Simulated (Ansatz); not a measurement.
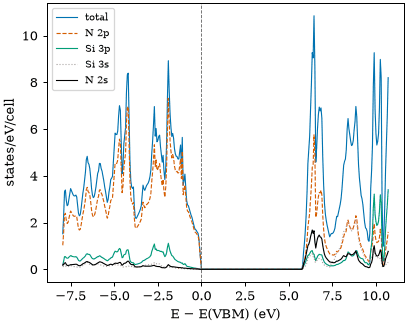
Figure. Total and projected density of states of SiN2 in space group Pa-3 (No. 205; Si on 4a, N on 8c), DFT-r²SCAN in the program Ansatz with PAW potentials

Problem. Which orbitals carry the states next to the gap?

Solution. Top 1 eV of the valence band: N 2p 91 %. Bottom 1 eV of the conduction band: N 2p 46 %, N 2s 20 %, Si 3p 10 %, Si 3s 7 %, outside the projected shells 17 %. Projections are on Löwdin-orthogonalised atomic valence shells; empty p or d shells of many metals are not among them.

Problem. Where is the tallest occupied peak in this window, and what makes it?

Solution. Near -1.9 eV, about 8.9 states/eV per cell; the largest projected share is N 2p.

The start of the workflow was typed in or built on a structure type; neither database checked (COD, Materials Project) lists it. Whether it is the stable phase at ambient conditions was not checked. Symmetry was held in the r²SCAN relaxation; whether a distortion lowers the energy is not shown.

Potentials: the earlier of the program's two PAW sets. The files were generated under PBE; for other functionals the program regenerates the frozen cores, and for LDA and PBEsol the local potential too.
